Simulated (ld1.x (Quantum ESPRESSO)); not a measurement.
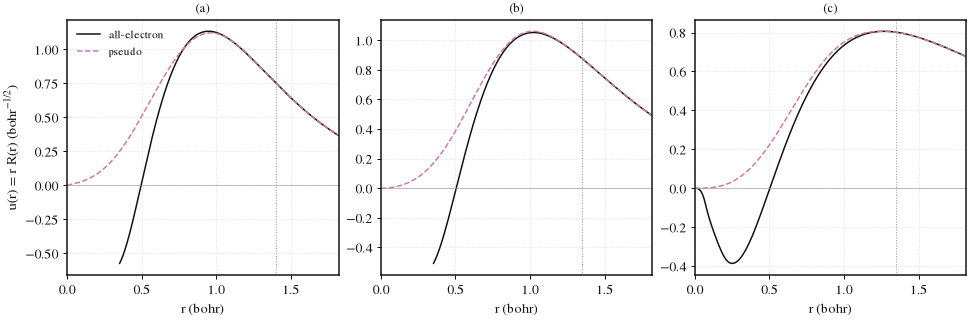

Partial waves u(r) = r R(r), all-electron (solid) and pseudo (dashed). Dotted lines mark the matching radii. The all-electron curves start outside the innermost oscillations, which aren't drawn.

ld1.x (Quantum ESPRESSO) 7.5, PBE, scalar-relativistic. The levels are (a) -73.38 eV, (b) -45.34 eV, (c) -6.66 eV.

Identify the atom and the shell in each panel.

Answer. Technetium (Tc), core [Ar] 3d10, valence 4s2 4p6 4d5 5s2 5p0 (neutral): (a) 4s, (b) 4p, (c) 4d.

Are the pseudo-waves norm-conserving?

Answer. Yes. The RRKJ scheme keeps the all-electron norm inside the radius.
